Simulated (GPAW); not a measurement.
Band structure of ZrMo2 (Fd-3m, 6 atoms in the cell).

```
CELL_PARAMETERS angstrom
      0.00000     3.80208     3.80208
      3.80208     0.00000     3.80208
      3.80208     3.80208     0.00000
ATOMIC_POSITIONS crystal
  Zr 0.25000 0.25000 0.25000
  Zr 0.00000 0.00000 0.00000
  Mo 0.62500 0.12500 0.62500
  Mo 0.62500 0.62500 0.62500
  Mo 0.12500 0.62500 0.62500
  Mo 0.62500 0.62500 0.12500
```

Computed with LDA (Perdew-Wang 92), GPAW PAW datasets LDA (gpaw-data 1.0.1) (plane waves; GPAW).

Settings: mode = pw; ecut = 600 eV; xc = LDA; kpts = 5 5 5; mesh shift (steps) = 0 0 0; occupations.name = fermi-dirac; occupations.width = 0.1 eV; nbands = -14; convergence.density = 1e-05 e/electron; convergence.energy = 1e-05 eV/electron; symmetry.symmorphic = false; symmetry.tolerance = 0.0005; maxiter = 120; bandpath_npoints = 40.

The starting cell comes from a database of computed structures (which also holds hypothetical and non-ambient phases and stackings), without a prior relaxation at this level. Spin polarisation is off.

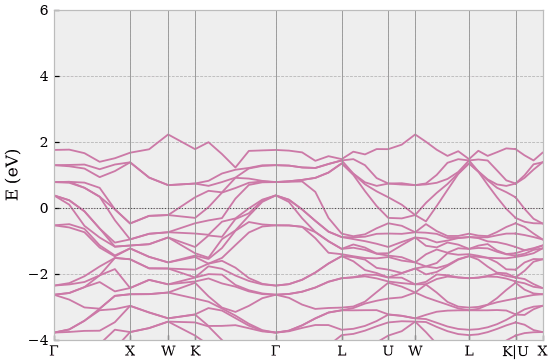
Figure: Bands along the path, energies from the Fermi level.

Levels in eV from the Fermi level, bands 37 to 44:
| point | 37 | 38 | 39 | 40 | 41 | 42 | 43 | 44 |
|---|---|---|---|---|---|---|---|---|
| Γ | 0.37 | 0.37 | 0.37 | 0.78 | 0.78 | 0.78 | 1.29 | 1.29 |
| X | -1.14 | -1.14 | -0.96 | -0.96 | -0.48 | -0.48 | 1.38 | 1.38 |
| W | -0.90 | -0.90 | -0.74 | -0.74 | -0.22 | -0.22 | 0.69 | 0.69 |
| K | -1.38 | -1.19 | -0.78 | -0.47 | -0.31 | 0.32 | 0.73 | 0.74 |
| L | -1.25 | -0.89 | -0.89 | -0.79 | 1.34 | 1.34 | 1.43 | 1.43 |
| U | -1.38 | -1.19 | -0.78 | -0.47 | -0.31 | 0.32 | 0.73 | 0.74 |

Bands cross the Fermi level along this path, so the cell is metallic at this level.
